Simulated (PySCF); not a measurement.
C2H10OSi2: NMR shielding calculation

C2H10OSi2, computed with GIAO B97-2/pcSseg-1 NMR shielding, non-relativistic, gas phase (PySCF 2.14.0).

The geometry comes from this level: PBE0-D3(BJ)/def2-SVP. Figures and captions count atoms from 1; the log counts them from 0 in places.

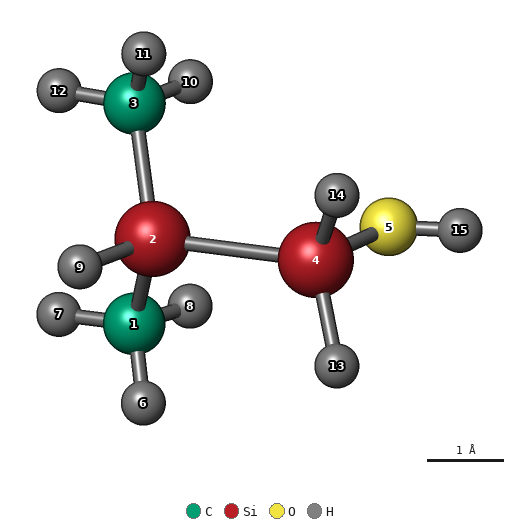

The structure (ball-and-stick view, seen at a tilt; atoms are numbered from 1 in the order of the input).

Summary:

- outcome: converged
- total energy: −736.426996 hartree
- HOMO: −7.43 eV
- LUMO: 0.04 eV
- dipole moment: 0.61 D
- isotropic shielding, C: 189.3 ppm
- isotropic shielding, Si: 374.9 to 398.5 ppm
- isotropic shielding, O: 339.8 ppm
- isotropic shielding, H: 26.2 to 31.2 ppm
- hardware: 1 CPU thread, shared host
- wall time: 11 s
- peak memory: 0.75 GiB

Input file:
```
{"job": {"kind": "nmr", "xc": "B97-2", "basis": "pcSseg-1", "pop": false}, "charge": 0, "multiplicity": 1}
C      1.552117    -1.038505    -0.984338
Si     0.387948     0.414162    -0.689314
C      1.091717     1.594463     0.600639
Si    -1.662005    -0.406893     0.083066
O     -1.268057    -1.201107     1.510753
H      1.150865    -1.719149    -1.750750
H      2.543273    -0.692809    -1.317525
H      1.678894    -1.611125    -0.052418
H      0.156822     1.149911    -1.977326
H      1.209588     1.070506     1.561908
H      0.421392     2.452847     0.760358
H      2.076020     1.980388     0.292241
H     -2.310716    -1.348778    -0.892381
H     -2.661647     0.686783     0.336233
H     -1.994056    -1.613917     1.987465
```

The first line tells a small driver script what to run in PySCF; the rest is the geometry in Å.

What the program printed:
```
coarse grid: 12712 points
cycle   1  E = -736.2624506949  dE =  6.438e-02  |g| = 8.137e-01  |ddm| = 3.280e+00
cycle   2  E = -736.0527591169  dE =  2.097e-01  |g| = 1.296e+00  |ddm| = 1.907e+00
cycle   3  E = -736.3914754085  dE = -3.387e-01  |g| = 1.174e-01  |ddm| = 1.440e+00
cycle   4  E = -736.3941897721  dE = -2.714e-03  |g| = 4.573e-02  |ddm| = 1.343e-01
cycle   5  E = -736.3946849355  dE = -4.952e-04  |g| = 7.055e-03  |ddm| = 4.305e-02
cycle   6  E = -736.3947014061  dE = -1.647e-05  |g| = 1.360e-03  |ddm| = 1.210e-02
cycle   7  E = -736.3947018843  dE = -4.782e-07  |g| = 2.816e-04  |ddm| = 1.944e-03
final grid: 111200 points
cycle   8  E = -736.4269932034  dE = -3.652e-05  |g| = 4.765e-03  |ddm| = 1.911e-02
cycle   9  E = -736.4269908904  dE =  2.313e-06  |g| = 5.333e-03  |ddm| = 6.666e-03
cycle  10  E = -736.4269953590  dE = -4.469e-06  |g| = 1.259e-03  |ddm| = 4.796e-03
cycle  11  E = -736.4269956204  dE = -2.614e-07  |g| = 7.163e-05  |ddm| = 9.575e-04
cycle  12  E = -736.4269956211  dE = -7.740e-10  |g| = 4.911e-05  |ddm| = 1.266e-04
cycle  13  E = -736.4269956218  dE = -6.416e-10  |g| = 3.250e-06  |ddm| = 4.145e-05
```

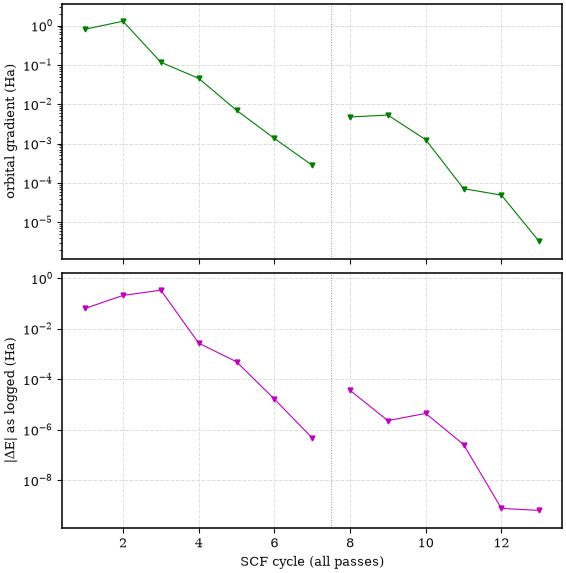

Convergence of the self-consistent field: orbital gradient and size of the energy change against the SCF cycle. The dotted line marks the change from a coarse to the final integration grid. The first 7 cycles use a coarse grid, the final grid takes over at cycle 8, and the field converges after 13 cycles in all.

```
converged SCF energy = -736.4269956218

GIAO shielding tensors (ppm)
atom      isotropic    diamagn.    paramagn.     s11        s22        s33       span
  0 C      189.370     253.762     -64.391    183.733    187.672    196.707     12.974
  1 Si     398.463     881.894    -483.431    366.818    396.004    432.566     65.748
  2 C      189.347     253.881     -64.534    183.688    187.654    196.700     13.012
  3 Si     374.911     879.375    -504.465    308.007    357.814    458.912    150.904
  4 O      339.825     389.127     -49.302    289.606    352.569    377.300     87.694
  5 H       31.125      30.372       0.753     26.535     28.221     38.618     12.083
  6 H       30.987      29.550       1.437     26.299     28.464     38.199     11.900
  7 H       30.884      31.580      -0.696     26.590     29.235     36.825     10.235
  8 H       27.546      30.153      -2.607     24.478     25.705     32.454      7.976
  9 H       30.884      31.691      -0.807     26.593     29.236     36.823     10.230
 10 H       31.126      30.588       0.538     26.537     28.224     38.617     12.079
 11 H       30.987      29.644       1.343     26.299     28.464     38.198     11.899
 12 H       26.212      29.070      -2.858     23.126     24.793     30.718      7.592
 13 H       26.213      29.137      -2.924     23.129     24.794     30.715      7.586
 14 H       31.234      29.952       1.282     22.251     25.704     45.747     23.496
```

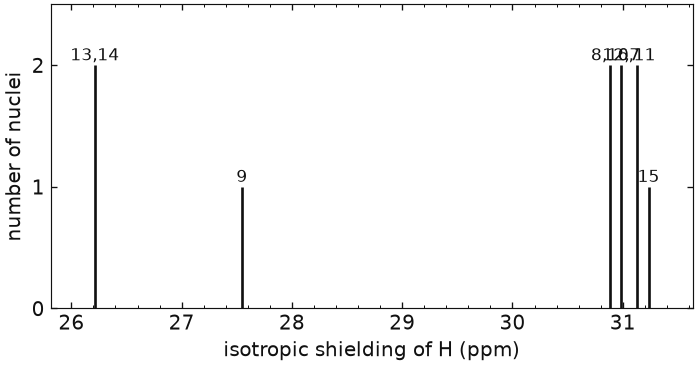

Isotropic shieldings of the hydrogen nuclei in this fixed geometry, labelled by atom number; shielding grows to the right, so chemical shift grows to the left. The least shielded is H13 (26.2 ppm), the most shielded H15 (31.2 ppm).
